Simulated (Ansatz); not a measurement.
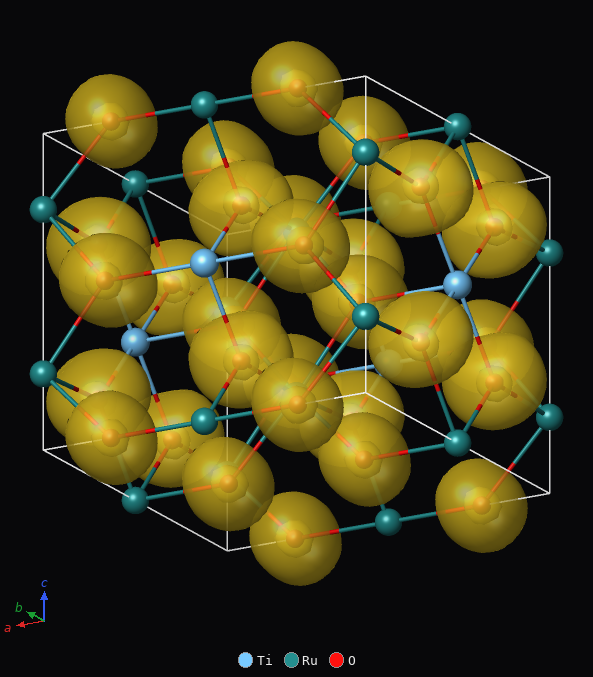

TiRu3O8. Isosurface of the electron localisation function at 0.65 (yellow), seen at an oblique angle. Core shells and regions of very low density are left out. Sticks mark near contacts.

Space group Cmmm; a structure generated by program, which may or may not match a known phase; not relaxed (largest force 0.4 eV/Å); computed pressure about −4 GPa in this cell; spin-polarised.

All numbers below come from Ansatz 0.2.0, DFT r2SCAN, scalar-relativistic, plane waves, PAW.

In a PAW calculation such maps are meaningful between the atoms, not at the nuclei.

Identify the bonds, lone pairs and shells in this picture.

The surface consists of 16 regions wrapped around O (the valence shell of each), counted in one cell of 24 atoms. Any copies at cell faces, edges or corners count once. Along the contacts the grid gives the following. Ru–O (1.91 Å): the ELF peaks at about 0.85 in the valence shell of O, 0.6 Å from its nucleus, and is about 0.20 at the midpoint (no localised pair shows between them). Ti–O (1.96 Å): the ELF peaks at about 0.85 in the valence shell of O, 0.6 Å from its nucleus, and is about 0.20 at the midpoint: no localised pair shows between them.
